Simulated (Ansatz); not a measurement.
# H3NO (hydroxylamine): levels of theory compared

Aim: a comparison of 6 runs (B2PLYP/STO-3G, B3LYP/STO-3G, HSE06/STO-3G, SVWN5/STO-3G, UB3LYP/STO-3G, wB97X/STO-3G) of H3NO (hydroxylamine). 

Program for the calculation: Ansatz 0.2.0.

51 further runs of the same task are left out: 1 that didn't finish, 50 set aside as unsound or not needed.

## (1) Starting point

The species is H3NO (5 atoms), meant as a singlet with charge 0. As SMILES, `NO`. The H4–N1 distance was set to 2.039 Å, away from the relaxed value. At this shape a bond of the SMILES string is far longer than usual.

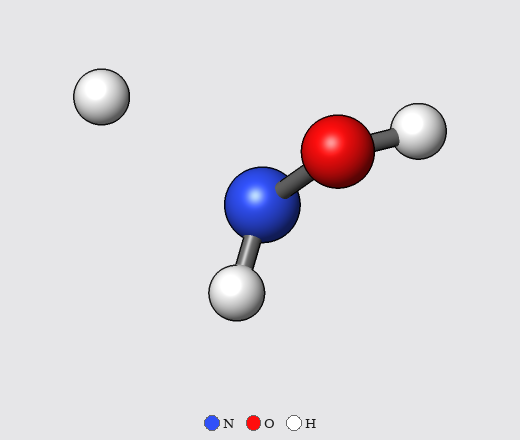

The structure, seen from a chosen angle (nitrogen blue, oxygen red, hydrogen white).

## (2) A single-point energy at B2PLYP/STO-3G (run 1)

The input, run.yaml:

```yaml
crystal:
  periodic: [false, false, false]
  atoms:
    - {symbol: "N", position_ang: [0.798855, -0.618566, -0.171222]}
    - {symbol: O, position_ang: [1.349495, 0.422124, 0.643458]}
    - {symbol: H, position_ang: [0.815995, -1.458266, 0.406958]}
    - {symbol: H, position_ang: [-1.156690, -0.114310, -0.454620]}
    - {symbol: H, position_ang: [2.103405, 0.760504, 0.142228]}
basis:
  gaussian: {orbitals: STO-3G}
hamiltonian: {xc: {name: B2PLYP}}
correlation: {frozen_orbitals: {H: 0, "N": 1, O: 1}}
accuracy: high
```

Command:

```bash
$ ansatz run run.yaml --threads 1 --pin off --max-ram 2610MiB --events-out events.jsonl --progress --plain --runs-dir runs
```

What it wrote:

```text
Warning: RAYON_NUM_THREADS=1 ignored (pool sized by the plan → 1); use --threads N
Functional definition: B2PLYP
  name "B2PLYP"
  parameter a = 0.53
  parameter c = 0.27
  exchange = (1 - a)*b88_x + a*exact_x
  correlation = (1 - c)*lyp_c + c*(mp2_os + mp2_ss)
208 factors; integrals over basis functions are off by at most 2.3e-8 eV
mean field evaluation 1: about -3522.9512 eV, gradient 1.1e1 eV
mean field evaluation 2: about -3522.9761 eV, gradient 1.1e1 eV
mean field evaluation 4: about -3523.5086 eV, gradient 2.8e0 eV
mean field evaluation 8: about -3523.5498 eV, gradient 1.0e-1 eV
mean field evaluation 16: about -3523.5499 eV, gradient 2.6e-6 eV
mean field -3523.54992284 eV, -129.4880713164 hartree, gradient 5.0e-8 eV, S^2 0.000000; 0 other end points of the search recorded, 0 dependent functions left out; unrestricted orbitals would lower it
2 core orbitals not correlated: weight in the atoms' cores, before any rotation towards them, 1.000 or more for the frozen orbitals, at most 0.000 for the correlated occupied ones
reference -3523.54993902 eV, -129.4880719111 hartree; 7, 7 occupied and 4, 4 virtual orbitals, 208 factors
second order -6.08681898 eV of doubles, -0.00000000 eV of singles
Total energy: -3525.19338015 eV, -129.5484672585 hartree
```

It took 1 s on 1 thread of Arm Neoverse V1, shared host.

## (3) A single-point energy at B3LYP/STO-3G (run 2)

The input, molecule.yaml:

```yaml
crystal:
  periodic: [false, false, false]
  atoms:
    - symbol: "N"
      position_ang: [0.798855, -0.618566, -0.171222]
    - symbol: O
      position_ang: [1.349495, 0.422124, 0.643458]
    - symbol: H
      position_ang: [0.815995, -1.458266, 0.406958]
    - symbol: H
      position_ang: [-1.156690, -0.114310, -0.454620]
    - symbol: H
      position_ang: [2.103405, 0.760504, 0.142228]
basis:
  gaussian:
    orbitals: STO-3G
total_charge: 0
hamiltonian:
  xc: {name: B3LYP}
accuracy: high
```

Command:

```bash
$ ansatz run molecule.yaml --threads 1 --pin off --max-ram 2610MiB --events-out events.jsonl --progress --plain --runs-dir runs
```

What it wrote:

```text
Warning: RAYON_NUM_THREADS=1 ignored (pool sized by the plan → 1); use --threads N
Functional definition: B3LYP
  name "B3LYP"
  parameter a0 = 0.2
  parameter ax = 0.72
  parameter ac = 0.81
  exchange = (1 - a0 - ax)*slater_x + ax*b88_x + a0*exact_x
  correlation = (1 - ac)*vwn_rpa_c + ac*lyp_c
208 factors; integrals over basis functions are off by at most 2.3e-8 eV
mean field evaluation 1: about -3529.8308 eV, gradient 1.0e1 eV
mean field evaluation 2: about -3526.6608 eV, gradient 2.4e1 eV
mean field evaluation 4: about -3530.3606 eV, gradient 3.1e0 eV
mean field evaluation 8: about -3530.3867 eV, gradient 2.1e-1 eV
mean field evaluation 16: about -3530.3870 eV, gradient 7.1e-6 eV
mean field -3530.38699540 eV, -129.7393290987 hartree, gradient 9.3e-8 eV, S^2 0.000000; 0 other end points of the search recorded, 0 dependent functions left out
reference -3530.38702056 eV, -129.7393300232 hartree; 9, 9 occupied and 4, 4 virtual orbitals, 208 factors
Total energy: -3530.38702056 eV, -129.7393300232 hartree
```

Wall time 0.75 s (1 thread of Arm Neoverse V1, shared host).

Runs 3 to 5 aren't shown in full; the table further down has their settings and results.

## (4) A single-point energy at wB97X/STO-3G (run 6)

The input, in.yaml:

```yaml
crystal:
  periodic: [false, false, false]
  atoms:
    - symbol: "N"
      position_ang: [0.798855, -0.618566, -0.171222]
    - symbol: O
      position_ang: [1.349495, 0.422124, 0.643458]
    - symbol: H
      position_ang: [0.815995, -1.458266, 0.406958]
    - symbol: H
      position_ang: [-1.156690, -0.114310, -0.454620]
    - symbol: H
      position_ang: [2.103405, 0.760504, 0.142228]
basis:
  gaussian: {orbitals: STO-3G}
accuracy: high
hamiltonian: {xc: {name: wB97X}}
```

Command:

```bash
$ ansatz run in.yaml --threads 1 --pin off --max-ram 2610MiB --events-out events.jsonl --progress --plain --runs-dir runs
```

What it wrote, shortened:

```text
Warning: RAYON_NUM_THREADS=1 ignored (pool sized by the plan → 1); use --threads N
Functional definition: wB97X
  name "wB97X"
[...]
      + exact_x_lr(omega)
[...]
      + integral(e_c_pw_opposite_spin*poly(b97_u_opposite, 1, cos1, cos2, cos3, cos4))
208 factors; integrals over basis functions are off by at most 2.3e-8 eV
115 factors; integrals over basis functions are off by at most 4.6e-10 eV
[...]
mean field -3529.52491799 eV, -129.7076483381 hartree, gradient 3.4e-8 eV, S^2 0.000000; 0 other end points of the search recorded, 0 dependent functions left out
reference -3529.52491643 eV, -129.7076482810 hartree; 9, 9 occupied and 4, 4 virtual orbitals, 208 factors
Total energy: -3529.52491643 eV, -129.7076482810 hartree
```

Run time: 3.3 s. Hardware: 1 thread of Arm Neoverse V1, shared host; peak memory 0.19 GiB.

## (5) Overview of the runs

```
run          level  frozen core orbitals  energy (Eh)  wall time
  1  B2PLYP/STO-3G                     2  -129.548467        1 s
  2   B3LYP/STO-3G                     –  -129.739330     0.75 s
  3   HSE06/STO-3G                     –  -129.604141     0.91 s
  4   SVWN5/STO-3G                     –  -128.723607     0.48 s
  5  UB3LYP/STO-3G                     –  -129.760808      2.9 s
  6   wB97X/STO-3G                     –  -129.707648      3.3 s
```

## (6) Results

| quantity | value |
| --- | --- |
| run 6: total energy | -129.70765 Eh |

What this shows: Totals of different functionals can't be ranked against each other. In run 1 the log says that unrestricted orbitals would lower the reference, so the values rest on an unstable closed-shell determinant (other closed-shell runs at this shape may share the fault). In runs 1, 2, 3, 4, 5, 6 the basis is minimal, so the values are rough. In runs 1, 2, 3, 4, 6 a closed-shell determinant meets a far-stretched bond, which it describes badly. Spin contamination of the reference: run 5 ⟨S²⟩ = 0.72. Where it is this large, the reference is a mixture of spin states, and values that rest on it are in doubt. All runs together took 9.4 s, the longest 3.3 s.
